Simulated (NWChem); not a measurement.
**One shape, several levels: CH4S (methanethiol)**

Wanted: a comparison of 4 runs (HF/STO-3G, HF/def2-SVP, B3LYP/6-31G*, PBE0/def2-SVP) of CH4S (methanethiol). 

The calculation is run with NWChem 7.3.0.

**1. The molecule**

CH4S has 6 atoms, charge 0, and is taken as a singlet. As SMILES, `CS`. The coordinates come from a PBE0-D4/def2-TZVP relaxation.

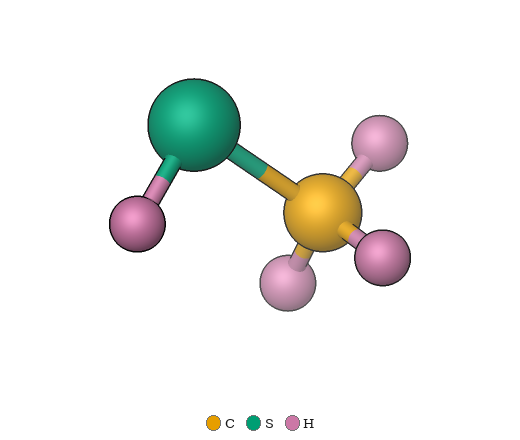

The structure, seen from a chosen angle (carbon amber, sulfur teal, hydrogen pink).

**2. Energy and gradient at HF/STO-3G (run 1)**

Contents of run.py:

```python
from ase import Atoms
from ase.calculators.nwchem import NWChem

molecule = Atoms('CSHHHH', positions=[
    [-0.144730, -0.282510, -0.375110],
    [0.565000, 0.041950, 1.253720],
    [-1.183620, 0.040360, -0.430010],
    [-0.109440, -1.363350, -0.511920],
    [0.439040, 0.186520, -1.166170],
    [0.433740, 1.377050, 1.229490],
])

calc = NWChem(
    label='test',
    theory='scf',
    memory='2200 mb',
    basis='STO-3G',
    basispar='spherical bse',
    scf={'nopen': '0', 'rhf': None, 'thresh': '1e-08', 'maxiter': '80'},
)
molecule.calc = calc

forces = molecule.get_forces()
e = molecule.get_potential_energy()
print(f"E = {e:.6f} eV")
print("forces (eV/A):")
for s, f in zip(molecule.symbols, forces):
    print(f"{s:2s} {f[0]:10.5f} {f[1]:10.5f} {f[2]:10.5f}")
print("dipole (e A):", molecule.get_dipole_moment().round(4))
```

Launch:

```
$ export ASE_NWCHEM_COMMAND="nwchem PREFIX.nwi > PREFIX.nwo"
$ python run.py
```

Output:

```text
E = -11779.685982 eV
forces (eV/A):
C     0.26045   -0.10295    0.55366
S    -0.04849    0.33327   -0.04073
H     0.16085   -0.01131   -0.19294
H    -0.10002    0.25063   -0.17067
H    -0.24667   -0.04803   -0.00807
H    -0.02612   -0.42156   -0.14126
dipole (e A): [-0.0792  0.1086 -0.1531]
```

The calculator wrote test.nwi:

```
title "test"

permanent_dir test

scratch_dir test

start test

geometry units angstrom nocenter noautosym noautoz
  C  -1.4473000000000000e-01 -2.8250999999999998e-01 -3.7511000000000000e-01
  S  5.6499999999999995e-01 4.1950000000000001e-02 1.2537199999999999e+00
  H  -1.1836199999999999e+00 4.0360000000000000e-02 -4.3001000000000000e-01
  H  -1.0944000000000000e-01 -1.3633500000000001e+00 -5.1192000000000004e-01
  H  4.3903999999999999e-01 1.8651999999999999e-01 -1.1661699999999999e+00
  H  4.3374000000000001e-01 1.3770500000000001e+00 1.2294900000000000e+00
end

memory 2200 mb

basis spherical bse noprint
   * library STO-3G
end

scf
  nopen 0
  rhf
  thresh 1e-08
  maxiter 80
end

task scf gradient
```

test.nwo:

```text
Northwest Computational Chemistry Package (NWChem) 7.3.0
             --------------------------------------------------------

           Job information
           ---------------

    nwchem branch   = 7.3.0
    use scalapack   = T
    input           = test.nwi
    prefix          = test.
    data base       = test/test.db
    status          = startup
    nproc           =        1

           Memory information
           ------------------

[... 5 lines left out ...]
    hardfail = no
[... 130 lines left out ...]
         Quadratically convergent ROHF
[... 14 lines left out ...]
       Final RHF  results
[... 4 lines left out ...]
      Two-electron energy =    223.041323626705
[... 27 lines left out ...]
                       ROHF Final Molecular Orbital Analysis
[... 173 lines left out ...]
                 ----------------------------------------
                 |  Time  |  1-e(secs)   |  2-e(secs)   |
                 ----------------------------------------
                 |  CPU   |       0.00   |       0.13   |
                 ----------------------------------------
                 |  WALL  |       0.00   |       0.13   |
                 ----------------------------------------

 Task  times  cpu:        0.6s     wall:        0.6s
 Total times  cpu:        0.6s     wall:        0.6s
```

Run time: 2 s. Hardware: 1 thread of Intel Xeon Platinum 8259CL at 2.50GHz (Skylake/Cascade Lake), shared host; peak memory 0.098 GiB.

**3. Energy and forces at HF/def2-SVP (run 2)**

Contents of mol.nw:

```
start mol
title "CH4S"
memory total 2200 mb
charge 0
geometry units angstrom noautosym nocenter noautoz
 C       -0.144730      -0.282510      -0.375110
 S        0.565000       0.041950       1.253720
 H       -1.183620       0.040360      -0.430010
 H       -0.109440      -1.363350      -0.511920
 H        0.439040       0.186520      -1.166170
 H        0.433740       1.377050       1.229490
end
basis spherical bse
 * library def2-SVP
end
scf
 thresh 1e-08
 maxiter 80
 print medium
end
task scf gradient
```

Launch:

```
$ nwchem mol.nw > mol.out
```

Output:

```text
[...]
  functions       =    52
[...]
  wavefunction    = RHF
[...]
         Total SCF energy =   -437.566632820889
      One-electron energy =   -715.331597461331
      Two-electron energy =    221.229810785554
 Nuclear repulsion energy =     56.535153854888
        Time for solution =      3.1s
[...]
                         RHF ENERGY GRADIENTS
    atom               coordinates                        gradient
                 x          y          z           x          y          z
   1 C      -0.273500  -0.533866  -0.708855    0.001445   0.003255   0.003832
   2 S       1.067695   0.079274   2.369187   -0.000778  -0.006461  -0.002997
   3 H      -2.236717   0.076269  -0.812601   -0.001030   0.000027   0.000411
   4 H      -0.206812  -2.576358  -0.967389    0.000386  -0.001064   0.000638
   5 H       0.829665   0.352472  -2.203742    0.000971   0.000207  -0.000497
   6 H       0.819650   2.602247   2.323399   -0.000994   0.004036  -0.001388
[...]
```

It took 5.1 s on 1 thread of Intel Xeon Platinum 8259CL at 2.50GHz (Skylake/Cascade Lake), shared host; peak memory 0.1 GiB.

**4. Energy and gradient at B3LYP/6-31G(d) (spherical functions) (run 3)**

Contents of mymol.nw:

```
start mymol
memory stack 880 mb heap 220 mb global 1100 mb
geometry units angstrom noautosym nocenter noautoz
C    -0.144730   -0.282510   -0.375110
S     0.565000    0.041950    1.253720
H    -1.183620    0.040360   -0.430010
H    -0.109440   -1.363350   -0.511920
H     0.439040    0.186520   -1.166170
H     0.433740    1.377050    1.229490
end
basis "ao basis" spherical bse
C library 6-31G*
S library 6-31G*
H library 6-31G*
end
dft
xc b3lyp
grid xfine
convergence energy 1e-08
maxiter 100
mulliken
noprint "final vectors analysis"
end
task dft gradient
```

Launch:

```
$ nwchem mymol.nw > mymol.out
```

Output:

```text
[...]
          Wavefunction type:  closed shell.
          No. of atoms     :     6
          No. of electrons :    26
[...]
          Charge           :     0
          Spin multiplicity:     1
[...]
          AO basis - number of functions:    40
[...]
              XC Information
              --------------
                         B3LYP Method XC Potential
                     Hartree-Fock (Exact) Exchange  0.200
                        Slater Exchange Functional  0.800 local
                    Becke 1988 Exchange Functional  0.720 non-local
              Lee-Yang-Parr Correlation Functional  0.810
                  VWN I RPA Correlation Functional  0.190 local
[...]
 d= 0,ls=0.0,diis     1   -438.6692618194 -4.95D+02  1.34D-02  1.95D-01     2.3
[...]
 d= 0,ls=0.0,diis     8   -438.6943496709 -7.18D-10  3.90D-06  1.78D-08    11.9
         Total DFT energy =     -438.694349670915
      One electron energy =     -715.816519056780
           Coulomb energy =      253.223121750755
    Exchange-Corr. energy =      -32.636106219778
 Nuclear repulsion energy =       56.535153854888
[...]
  wavefunction    = closed shell
                         DFT ENERGY GRADIENTS
    atom               coordinates                        gradient
                 x          y          z           x          y          z
   1 C      -0.273500  -0.533866  -0.708855    0.002644   0.001715   0.006168
   2 S       1.067695   0.079274   2.369187   -0.004951   0.002158  -0.010485
   3 H      -2.236717   0.076269  -0.812601    0.002324  -0.000511   0.001125
   4 H      -0.206812  -2.576358  -0.967389    0.000268   0.001901   0.000969
   5 H       0.829665   0.352472  -2.203742   -0.000588  -0.000774   0.002445
   6 H       0.819650   2.602247   2.323399    0.000304  -0.004489  -0.000222
[...]
```

Run time: 16 s. Hardware: 1 thread of Intel Xeon Platinum 8259CL at 2.50GHz (Skylake/Cascade Lake), shared host; peak memory 0.13 GiB.

**5. Energy and gradient at PBE0/def2-SVP (run 4)**

Contents of ch4s.nw:

```
START ch4s
TITLE "CH4S"
memory 2200 mb

GEOMETRY units atomic noautosym nocenter noautoz
  C  -0.27350006 -0.53386653 -0.70885517
  S   1.06769526  0.07927401  2.36918744
  H  -2.23671764  0.07626935 -0.81260113
  H  -0.20681163 -2.57635811 -0.96738860
  H   0.82966536  0.35247172 -2.20374191
  H   0.81964981  2.60224736  2.32339937
END

BASIS "ao basis" spherical bse
  * library def2-SVP
END

DFT
  xc pbe0
  grid xfine
  convergence energy 1e-08
  maxiter 100
  mulliken
END

TASK dft gradient
```

Launch:

```
$ nwchem ch4s.nw > ch4s.out
```

Output:

```text
[...]
          Wavefunction type:  closed shell.
          No. of atoms     :     6
          No. of electrons :    26
[...]
          Charge           :     0
          Spin multiplicity:     1
[...]
          AO basis - number of functions:    52
[...]
              XC Information
              --------------
                         PBE0 Method XC Functional
                     Hartree-Fock (Exact) Exchange  0.250
          PerdewBurkeErnzerhof Exchange Functional  0.750
            Perdew 1991 LDA Correlation Functional  1.000 local
           PerdewBurkeErnz. Correlation Functional  1.000 non-local
[...]
 d= 0,ls=0.0,diis     1   -438.3318035952 -4.95D+02  8.34D-03  1.57D-01     2.1
[...]
 d= 0,ls=0.0,diis     8   -438.3509853664 -1.67D-09  3.95D-07  2.54D-10    13.7
         Total DFT energy =     -438.350985366386
      One electron energy =     -715.642338614426
           Coulomb energy =      253.156793903710
    Exchange-Corr. energy =      -32.400590391071
 Nuclear repulsion energy =       56.535149735400
[...]
  wavefunction    = closed shell
                         DFT ENERGY GRADIENTS
    atom               coordinates                        gradient
                 x          y          z           x          y          z
   1 C      -0.273500  -0.533867  -0.708855   -0.001858  -0.001335  -0.004361
   2 S       1.067695   0.079274   2.369187   -0.001836   0.003993  -0.003254
   3 H      -2.236718   0.076269  -0.812601    0.006226  -0.001650   0.001128
   4 H      -0.206812  -2.576358  -0.967389   -0.000041   0.005746   0.001049
   5 H       0.829665   0.352472  -2.203742   -0.002944  -0.002476   0.005288
   6 H       0.819650   2.602247   2.323399    0.000453  -0.004278   0.000150
[...]
```

Run time: 18 s. Hardware: 1 thread of Intel Xeon Platinum 8259CL at 2.50GHz (Skylake/Cascade Lake), shared host; peak memory 0.13 GiB.

**6. All runs side by side**

```csv
run,level,iteration cap,module,energy (Eh),dipole moment (D),HOMO energy (eV),LUMO energy (eV),wall time
1,HF/STO-3G,80,scf,-432.895479,0.98,-7.05,12.59,2 s
2,HF/def2-SVP,80,scf,-437.566633,1.65,-9.60,4.42,5.1 s
3,B3LYP/6-31G* (spherical functions),100,dft,-438.694350,1.72,–,–,16 s
4,PBE0/def2-SVP,100,dft,-438.350985,1.59,-6.59,1.14,18 s
```

**7. Summary of results**

```
                       quantity          value
            run 4: total energy  -438.35099 Eh
           run 4: dipole moment         1.59 D
             run 4: HOMO energy       -6.59 eV
             run 4: LUMO energy        1.14 eV
           run 4: HOMO–LUMO gap        7.73 eV
run 4: largest force on an atom     0.336 eV/Å
```

In words: The dipole moment (its size) runs from 0.98 D (HF/STO-3G) to 1.72 D (B3LYP/6-31G*). The two ends differ in method and basis. Over runs 1, 2, 4 the HOMO–LUMO gap runs from 7.73 eV (PBE0/def2-SVP) to 19.64 eV (HF/STO-3G). Totals of different functionals can't be ranked against each other. In run 1 the basis is minimal, so the values are rough. All runs together took 41 s, the longest 18 s.
